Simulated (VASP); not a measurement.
Band structure of GaN (space group F-43m). Method: r2SCAN meta-GGA, VASP's PBE PAW potentials (set 64) (plane waves; VASP).

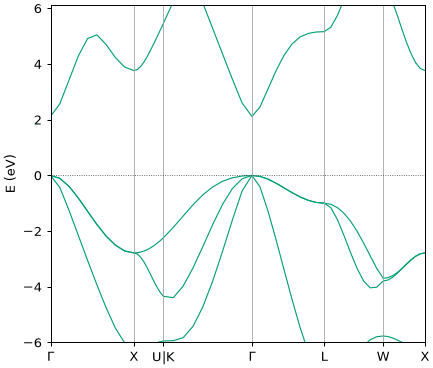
Bands along high-symmetry lines, zero at the valence-band maximum or, without a gap, the Fermi level

Q: Read the plot: is there a gap, and where are the band edges?

A: The gap is direct, 2.12 eV, from the valence maximum at Γ to the conduction minimum at Γ.

The structure comes from a computed database's GaN entry (F-43m); how it stands against other phases isn't given here. The cell was not relaxed at this level.
